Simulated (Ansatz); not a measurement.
# Al2Pt (Fm-3m): the cell at rest

Aim: bring Al2Pt (Fm-3m) to small forces and stress, as phonons need.

Program: Ansatz 0.2.0. Level of theory: DFT PBEsol, scalar-relativistic, plane waves, PAW; PAW set soft_1. Results are calculated unless marked as measured.

The database entry behind the starting cell differs from later determinations by our own check (0.1 to 0.3 % short, probably kX units), so it need not match the best structure at ambient conditions.

### 1. The starting structure

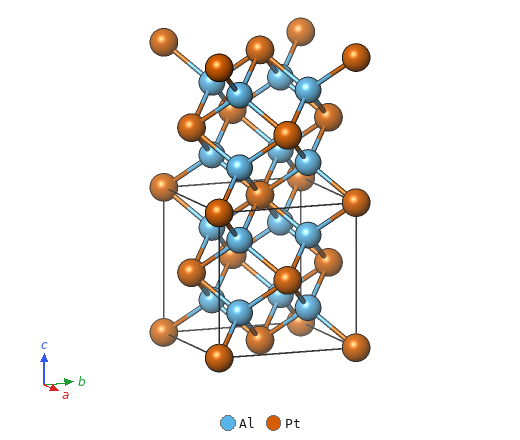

The cell as given, slightly off an axis (aluminium blue, platinum orange). 1×1×2 cells are drawn. This picture shows the conventional cell, with its axes. Some periodic images of atoms are drawn too.

### 2. Probe on a coarse mesh

A quick single point on a coarse mesh tells whether the cell has a gap and how far it is from rest, which sets the k mesh and smearing that follow.

input.yaml

```yaml
crystal:
  lattice:
    - [0.0, 2.955, 2.955]
    - [2.955, 0.0, 2.955]
    - [2.955, 2.955, 0.0]
  atoms:
    - { symbol: Al, position: [0.25, 0.25, 0.25] }
    - { symbol: Al, position: [0.75, 0.75, 0.75] }
    - { symbol: Pt, position: [0.0, 0.0, 0.0] }
kpoints:
  mp_grid: { grid: [6, 6, 6] }
hamiltonian:
  xc: pbesol
  pseudopotentials: { kind: paw, azcp: { folder: soft_1 }, xc_functional: pbe }
scf:
  occupations: { method: gaussian, width: 0.1 }
output:
  forces: true
  stress: true
  eigenvalues: true
```

Launch:

```
ansatz run input.yaml --threads 4 --pin off --max-ram 10240MiB --backend cpu --events-out ev --progress --plain --runs-dir out
```

Numbers of over 12 decimals in the logs are rounded to 6 here.

The log of the run:

```text
Engine: ansatz 0.2.0, aarch64-unknown-linux-gnu
Pseudopotentials: kind: paw
Pseudopotential: Al, paw, valence charge 3, recommended cutoff 420 eV (normal), soft_1/Al.paw.azcp
Pseudopotential: Pt, paw, valence charge 18, recommended cutoff 420 eV (normal), soft_1/Pt.paw.azcp
Functional definition: PBEsol
  exchange = pbesol_x
  correlation = pbesol_c
Crystal: 3 atoms, lattice volume = 51.606 Å³
[...]
--- Band table (eV; the first three rows and the last of 16) ---
  k-point 0: bands = [... 8 lower, 7.5584, 7.5584, 14.2603, 15.0612, 15.0612, 15.0612, 16.6903, 16.6903]
  k-point 1: bands = [... 8 lower, 7.5275, 7.5275, 12.0288, 14.2096, 14.2096, 14.7370, 16.9891, 17.0422]
  k-point 2: bands = [... 8 lower, 7.6175, 7.6175, 8.9489, 12.9160, 12.9160, 15.1032, 16.5509, 16.5509]
  k-point 15: bands = [... 8 lower, 7.4696, 7.9748, 7.9948, 9.0295, 10.2592, 15.4405, 15.9336, 17.6692]
[key lines of the parts left out:]
SCF converged after 6 iterations
Free energy (F): -13437.100092 eV
Fermi energy:    11.296393 eV
P = ⅓ Tr σ = -1.0467 GPa (-10.467 kbar)
```

Elapsed: 0.87 s, on 4 threads of Arm Neoverse V2, shared host; peak memory 0.29 GiB.

Numbers from this step:

```
pressure          : -1.047 GPa
volume per atom   : 17.20 Å³
gap on the k-mesh : 0 eV
```

The coarse mesh shows no gap and a pressure of -1.0 GPa.

### 3. Relaxation

The cell and atoms are relaxed, since residual forces and stress would shift the frequencies.

input.yaml: that of step 2 with these lines changed.

```diff
@@ -10,3 +10,3 @@
 kpoints:
-  mp_grid: { grid: [6, 6, 6] }
+  mp_grid: { grid: [12, 12, 12] }
 hamiltonian:
@@ -20 +20,6 @@
   eigenvalues: true
+relax:
+  adjacent_minimum: "off"
+  f_tol: 0.005
+  max_steps: 80
+  cell: { stress_tol: 0.05 }
```

The log of the run:

```text
[...]
Crystal: 3 atoms, lattice volume = 51.606 Å³
Basis set: ecut = 420 eV, 965 PW (Γ), exchange–correlation on 60×60×60 points (8 copies of the dense FFT grid, shifted against one another)
Bands: 16, of which v1, the nominal top of the filled ones, is band 12 counted from 1 (11 counted from 0)
Symmetry: 48 space group operations
[...]
k-points: 72 of 1728
[...]
SCF iter   1: F=—  HF=-13438.302111 eV  |F-HF|=—  |Δ(HF+E_count)|=         —  Δρ=9.36e-2  dr2=5.50e0  ethr=3.10e-3  ⟨swp⟩=5.3  Hψ=5747  notcnv=0
[...]
SCF iter   8: F=-13437.085857 eV  HF=-13437.085857 eV  |F-HF|=2.31e-9  |Δ(HF+E_count)|=   5.22e-8  Δρ=3.63e-6  dr2=8.36e-9  ethr=4.17e-10  ⟨swp⟩=6.2  Hψ=5153  notcnv=0
SCF 1 converged in 8 iterations: F = -13437.085857 eV  dr2 = 8.36e-9
[...]
relax step   1: F+E_penalty+E_count = -13437.08585679 eV  Δ(F+E_penalty+E_count) = +0.000e0 eV  max|allowed force component| = 7.710e-18 eV/Å  Δτ_max = 0.0000 Å  P = -0.981 GPa  Ω = 51.606 Å³  (8 SCF iters, dr2 threshold 1.00e-7 eV, accepted)
Crystal: 3 atoms, lattice volume = 51.123 Å³
[...]
iter 1 solved again at ethr=2.08e-6 eV; its pass at ethr=3.10e-3 eV (dr2=4.99e-4 eV) is discarded
[...]
SCF iter   5: F=-13437.086987 eV  HF=-13437.086987 eV  |F-HF|=6.30e-9  |Δ(HF+E_count)|=   7.14e-8  Δρ=9.45e-6  dr2=4.86e-8  ethr=1.25e-9  ⟨swp⟩=4.5  Hψ=4166  notcnv=0
SCF 2 converged in 5 iterations: F = -13437.086987 eV  dr2 = 4.86e-8
relax step   2: F+E_penalty+E_count = -13437.08698656 eV  Δ(F+E_penalty+E_count) = -1.130e-3 eV  max|allowed force component| = 6.168e-17 eV/Å  Δτ_max = 0.0000 Å  P = +0.315 GPa  Ω = 51.123 Å³  energy of the carried Pulay correction = +1.070e-4 eV  (5 SCF iters, dr2 threshold 3.00e-7 eV, accepted)
Crystal: 3 atoms, lattice volume = 51.239 Å³
[...]
SCF iter   4: F=-13437.087074 eV  HF=-13437.087074 eV  |F-HF|=2.20e-10  |Δ(HF+E_count)|=   4.39e-8  Δρ=5.94e-6  dr2=3.23e-8  ethr=1.03e-9  ⟨swp⟩=4.8  Hψ=4514  notcnv=0
SCF 3 converged in 4 iterations: F = -13437.087074 eV  dr2 = 3.23e-8
relax step   3: F+E_penalty+E_count = -13437.08707352 eV  Δ(F+E_penalty+E_count) = -8.696e-5 eV  max|allowed force component| = 5.705e-17 eV/Å  Δτ_max = 0.0000 Å  P = -0.004 GPa  Ω = 51.239 Å³  energy of the carried Pulay correction = +8.111e-5 eV  (4 SCF iters, dr2 threshold 2.48e-7 eV, accepted)
[...]
SCF iter   5: F=-13437.086994 eV  HF=-13437.086994 eV  |F-HF|=5.46e-12  |Δ(HF+E_count)|=  8.73e-11  Δρ=2.57e-7  dr2=1.37e-11  ethr=1.00e-12  ⟨swp⟩=4.5  Hψ=5790  notcnv=0
SCF 4 converged in 5 iterations: F = -13437.086994 eV  dr2 = 1.37e-11
relax step   4: F+E_penalty+E_count = -13437.08699431 eV  Δ(F+E_penalty+E_count) = +7.921e-5 eV  max|allowed force component| = 6.168e-17 eV/Å  Δτ_max = 0.0000 Å  P = -0.004 GPa  Ω = 51.239 Å³  stress off target by 4.12e-3 GPa  SCF on the basis re-selected at this cell (its energy is not comparable with the rows above)  (5 SCF iters)
basis re-selected at this cell: Δ(F+E_penalty+E_count) = +7.921e-5 eV, ΔP = -0.000 GPa vs the last step (what re-selecting the basis moved, of the pressure what is left beyond the Pulay correction that the steps carried, after the strain that the cell walked since its last selection, with what the two solves' SCF thresholds leave and, on support functions, any second-order correction that the steps lacked; it is no m [...]
SCF converged after 5 iterations
Free energy (F): -13437.086994 eV
[...]
Internal energy: -13437.081133 eV  (E = F + TS)
E sigma→0 (E₀):  -13437.084063 eV
Entropy (-TS):   -0.005862 eV (-1.954 meV/atom)
Fermi energy:    11.405581 eV
[...]
--- Stress (GPa, compression-positive) ---
       -0.004122       0.000000       0.000000
        0.000000      -0.004122      -0.000000
        0.000000       0.000000      -0.004122
  P = ⅓ Tr σ = -0.0041 GPa (-0.041 kbar)
--- Band table (eV; the first three rows and the last of 72) ---
  k-point 0: bands = [... 8 lower, 7.6439, 7.6439, 14.4216, 15.1759, 15.1759, 15.1759, 16.8415, 16.8415]
  k-point 1: bands = [... 8 lower, 7.6321, 7.6321, 13.8784, 14.6314, 14.9083, 14.9083, 17.1454, 17.1454]
  k-point 2: bands = [... 8 lower, 7.6126, 7.6126, 12.1445, 14.3304, 14.3304, 14.8930, 17.1204, 17.1775]
  k-point 71: bands = [... 8 lower, 7.5583, 8.0871, 8.5792, 8.5792, 10.4838, 16.6184, 16.6184, 17.5007]
--- Relaxed structure (3 steps of the walk, 3 accepted, 1 SCFs on fresh bases) ---
  F+E_penalty+E_count = -13437.08699431 eV   max|allowed force component| = 6.168e-17 eV/Å   (the final SCF, on the basis selected at the relaxed cell)
  cell:  # Å, volume = 51.2391 Å³
    - [0, 2.947976, 2.947976]
    - [2.947976, 0, 2.947976]
    - [2.947976, 2.947976, 0]
  atoms:
    - { symbol: Al, position: [0.25, 0.25, 0.25] }
    - { symbol: Al, position: [0.750000, 0.750000, 0.750000] }
    - { symbol: Pt, position: [0, 0, 0] }
```

Elapsed: 3.1 s, on 4 threads; peak memory 0.38 GiB; 11 s of CPU time.

Step by step:

```
step  energy less that of the first step (eV)  largest force component (eV/Å)  pressure (GPa)  volume (Å³)
   1                                   0.0000                          0.0000           -0.98        51.61
   2                                  -0.0011                          0.0000            0.31        51.12
   3                                  -0.0012                          0.0000            0.00        51.24
  4*                                  -0.0011                          0.0000            0.00        51.24
```

Relaxation steps marked * repeat the geometry before them on a plane-wave basis chosen anew for their cell, so energy and pressure can jump there.

The run keeps the 48 symmetry operations that it works with, so distortions that break them were not tested.

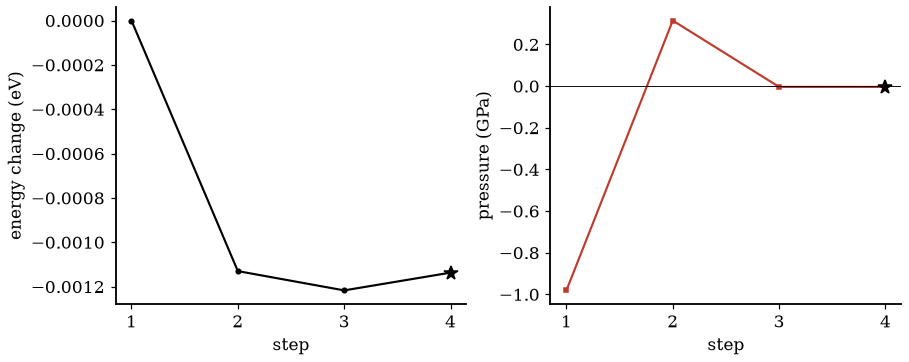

Energy and pressure along the relaxation. Stars mark steps on a basis chosen anew.

```
conventional cell, symmetrised  before  after  change
                         a (Å)   5.910  5.896  -0.2 %
                         b (Å)   5.910  5.896  -0.2 %
                         c (Å)   5.910  5.896  -0.2 %
              volume (Å³/atom)   17.20  17.08  -0.7 %
```

The relaxed structure:

```xyz
3
Lattice="0.0000 2.9480 2.9480 2.9480 0.0000 2.9480 2.9480 2.9480 0.0000" Properties=species:S:1:pos:R:3 pbc="T T T"
Al    1.4740    1.4740    1.4740
Al    4.4220    4.4220    4.4220
Pt    0.0000    0.0000    0.0000
```

Numbers from this step:

* pressure: -0.004122 GPa
* volume per atom: 17.08 Å³

In this step the volume went from 17.20 to 17.08 Å³/atom.

### 4. Relaxing to small forces for the phonons

Phonons need a cell at rest on their own settings, so the relaxation is repeated with tight tolerances on forces and stress on the k mesh and occupations of the first response run.

input.yaml, the sections that differ from step 3:

```yaml
crystal:
  lattice:
    - [0.0, 2.9479762025, 2.9479762025]
    - [2.9479762025, 0.0, 2.9479762025]
    - [2.9479762025, 2.9479762025, 0.0]
  atoms:
    - { symbol: Al, position: [0.25, 0.25, 0.25] }
    - { symbol: Al, position: [0.75, 0.75, 0.75] }
    - { symbol: Pt, position: [0.0, 0.0, 0.0] }
scf:
  occupations: { method: methfessel_paxton, width: 0.2 }
relax:
  adjacent_minimum: "off"
  f_tol: 0.001
  max_steps: 60
  cell: { stress_tol: 0.01 }
# kpoints, hamiltonian, output: as in step 3
```

The log of the run:

```text
[...]
Crystal: 3 atoms, lattice volume = 51.239 Å³
Basis set: ecut = 420 eV, 965 PW (Γ), exchange–correlation on 60×60×60 points (8 copies of the dense FFT grid, shifted against one another)
Bands: 16, of which v1, the nominal top of the filled ones, is band 12 counted from 1 (11 counted from 0)
[... 1 set-up line as in the run before ...]
[...]
k-points: 72 of 1728
[...]
k-point 71: bands = [... 8 lower, 7.5599, 8.0889, 8.5809, 8.5809, 10.4857, 16.6207, 16.6207, 17.5028]
--- Relaxed structure (2 steps of the walk, 2 accepted, 1 SCFs on fresh bases) ---
[...]
cell:  # Å, volume = 51.2331 Å³
    - [0, 2.947860, 2.947860]
    - [2.947860, 0, 2.947860]
    - [2.947860, 2.947860, 0]
  atoms:
    - { symbol: Al, position: [0.25, 0.25, 0.25] }
    - { symbol: Al, position: [0.75, 0.75, 0.75] }
    - { symbol: Pt, position: [0, 0, 0] }
[key lines of the parts left out:]
SCF converged after 7 iterations
Free energy (F): -13437.083860 eV
Fermi energy:    11.401970 eV
P = ⅓ Tr σ = 0.0038 GPa (0.038 kbar)
```

It took 2.5 s on 4 threads; peak memory 0.38 GiB.

Little changed from the start: no atom moved by 0.005 Å and no cell edge by 0.1 %.

Numbers from this step:

| Quantity | Value |
| --- | --- |
| pressure | 0.003781 GPa |

The forces vanish by symmetry and the pressure is 0.004 GPa, within the tolerances set. The cell now holds 17.08 Å³/atom.

### 5. What came out

```json
{
  "space group after relaxation (within 0.01 Å)": "Fm-3m",
  "lattice constant a": "5.896 Å",
  "lattice constant b": "5.896 Å",
  "lattice constant c": "5.896 Å",
  "volume per atom": "17.1 Å³"
}
```

The forces vanish by symmetry and the pressure is 0.004 GPa, within the tolerances set. The cell now holds 17.08 Å³/atom. The relaxation keeps the symmetry of its start, so it says nothing on stability against lower symmetry. Spin-orbit coupling is left out, which can matter for the heavy elements here. The PAW files were made for PBE and serve the other functionals too.

[Logs are printed without paths, hosts, clocks, repeated set-up lines and the standing remarks that a program may print on its own settings, such as how far it seeks lower states.]

[Hosts, paths, dates, database ids (printed as entryN), source tags and the programs' standing remarks are cut or masked in the printed files.]
